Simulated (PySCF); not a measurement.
## NMR shielding calculation of C3H7FOSi

The run: NMR shielding calculation of C3H7FOSi. Method and program: GIAO PBE0/pcSseg-1 NMR shielding, non-relativistic, gas phase (PySCF 2.14.0).

The geometry comes from this level: GFN2-xTB, NEB image 5 of 0 to 8. It belongs to a series of runs on one base structure; here: NEB image 5 of 0 to 8. Figures and captions count atoms from 1; the log counts them from 0 in places.

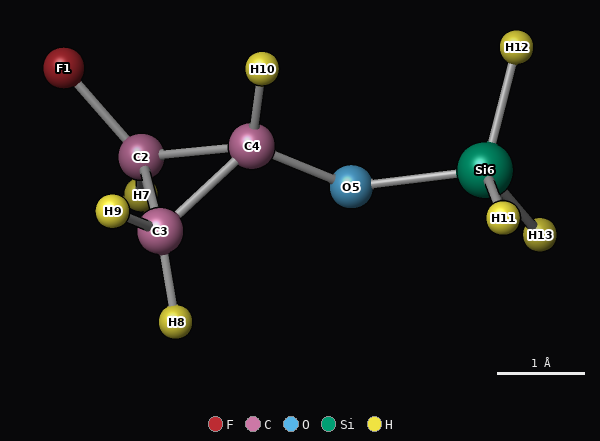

Figure 1. The input geometry (ball-and-stick view, seen at a tilt; atoms are numbered from 1 in the order of the input). Bond lengths as drawn: C–C 1.49 to 1.51 Å, C–F 1.36 Å, C–H 1.08 Å, C–O 1.37 Å, H–Si 1.45 to 1.47 Å and O–Si 1.63 Å.

**Input file**
```
{"job": {"kind": "nmr", "xc": "PBE0", "basis": "pcSseg-1", "pop": false}, "charge": 0, "multiplicity": 1}
F     -2.225200     1.699800    -0.716100
C     -1.459400     0.583000    -0.877000
C     -1.585200    -0.521200     0.128300
C     -0.355100     0.347900     0.101400
O      0.822200    -0.173000    -0.373100
Si     2.255000    -0.327500     0.379500
H     -1.324100     0.358800    -1.926700
H     -1.504700    -1.529800    -0.244200
H     -2.270600    -0.392400     0.950000
H     -0.249000     1.071200     0.902600
H      2.131000    -1.162800     1.577800
H      2.770500     0.980400     0.794600
H      2.990200    -0.933900    -0.714900
```

The first line tells a small driver script what to run in PySCF; the rest is the geometry in Å.

Hardware: 1 CPU thread, shared host.

Run as:
```bash
OMP_NUM_THREADS=1 python <driver script> task.json out
```

**The program's output**
```
coarse grid: 11400 points
cycle   1  E = -582.4331505624  dE =  8.653e-01  |g| = 7.399e-01  |ddm| = 3.183e+00
cycle   2  E = -582.3168511731  dE =  1.163e-01  |g| = 1.107e+00  |ddm| = 1.445e+00
cycle   3  E = -582.5254952497  dE = -2.086e-01  |g| = 9.423e-02  |ddm| = 9.958e-01
cycle   4  E = -582.5268908983  dE = -1.396e-03  |g| = 4.406e-02  |ddm| = 1.062e-01
cycle   5  E = -582.5272457441  dE = -3.548e-04  |g| = 7.805e-03  |ddm| = 3.712e-02
cycle   6  E = -582.5272537361  dE = -7.992e-06  |g| = 3.411e-03  |ddm| = 7.873e-03
cycle   7  E = -582.5272560905  dE = -2.354e-06  |g| = 3.661e-04  |ddm| = 2.772e-03
final grid: 105968 points
cycle   8  E = -582.5796918710  dE = -2.719e-05  |g| = 9.912e-03  |ddm| = 2.327e-02
cycle   9  E = -582.5796713839  dE =  2.049e-05  |g| = 1.475e-02  |ddm| = 1.666e-02
cycle  10  E = -582.5797102549  dE = -3.887e-05  |g| = 9.025e-04  |ddm| = 1.005e-02
cycle  11  E = -582.5797104183  dE = -1.634e-07  |g| = 2.218e-04  |ddm| = 9.860e-04
cycle  12  E = -582.5797104274  dE = -9.071e-09  |g| = 9.145e-05  |ddm| = 2.596e-04
cycle  13  E = -582.5797104286  dE = -1.223e-09  |g| = 2.137e-05  |ddm| = 7.460e-05
cycle  14  E = -582.5797104287  dE = -7.435e-11  |g| = 3.330e-06  |ddm| = 2.144e-05
```

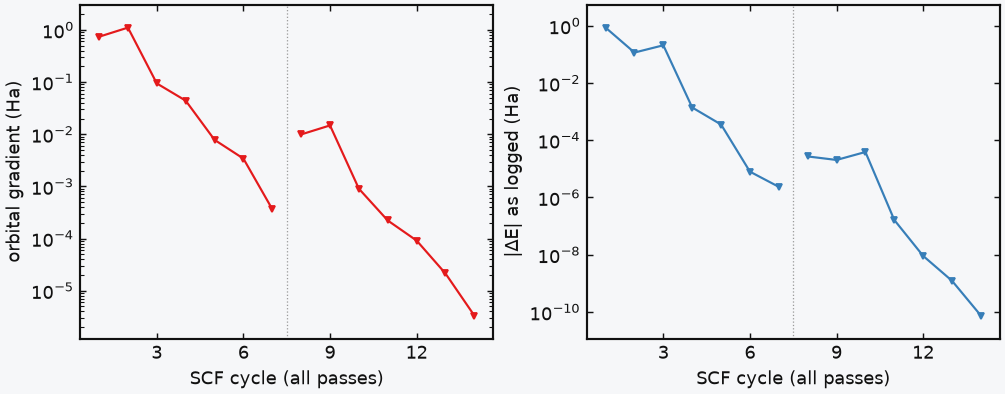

Figure 2. Convergence of the self-consistent field: orbital gradient and size of the energy change against the SCF cycle. The dotted line marks the change from a coarse to the final integration grid. The first 7 cycles use a coarse grid, the final grid takes over at cycle 8, and the field converges after 14 cycles in all.

```
converged SCF energy = -582.5797104287

GIAO shielding tensors (ppm)
atom      isotropic    diamagn.    paramagn.     s11        s22        s33       span
  0 F      408.578     468.534     -59.956    373.430    403.815    448.490     75.059
  1 C      110.751     249.192    -138.441     57.008     79.437    195.809    138.802
  2 C      168.909     254.010     -85.101    145.378    154.181    207.169     61.791
  3 C      131.700     242.369    -110.670     89.962    103.379    201.759    111.797
  4 O      321.338     397.148     -75.810    269.772    334.538    359.705     89.933
  5 Si     384.586     879.975    -495.389    339.453    346.636    467.669    128.216
  6 H       27.041      30.482      -3.441     22.308     27.682     31.133      8.825
  7 H       30.856      30.772       0.085     26.478     27.686     38.405     11.926
  8 H       30.562      30.331       0.231     25.849     27.153     38.684     12.835
  9 H       28.253      30.474      -2.221     22.433     28.757     33.568     11.134
 10 H       26.725      29.446      -2.721     23.179     25.278     31.719      8.540
 11 H       26.683      29.212      -2.529     23.341     25.192     31.517      8.176
 12 H       26.935      29.445      -2.510     23.114     25.172     32.520      9.406
```

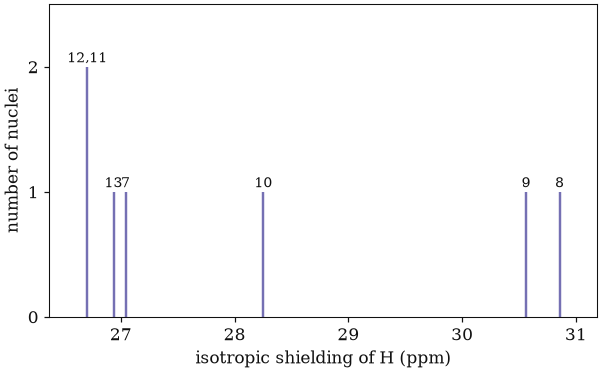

Figure 3. Isotropic shieldings of the hydrogen nuclei in this fixed geometry, labelled by atom number; shielding grows to the right, so chemical shift grows to the left. The least shielded is H12 (26.7 ppm), the most shielded H8 (30.9 ppm).

**Summary**

| quantity | value |
| --- | --- |
| outcome | converged |
| total energy | −582.579710 hartree |
| HOMO | −7.49 eV |
| LUMO | 0.20 eV |
| dipole moment | 1.60 D |
| isotropic shielding, F | 408.6 ppm |
| isotropic shielding, C | 110.8 to 168.9 ppm |
| isotropic shielding, O | 321.3 ppm |
| isotropic shielding, Si | 384.6 ppm |
| isotropic shielding, H | 26.7 to 30.9 ppm |
| wall time | 12 s |
| peak memory | 0.78 GiB |
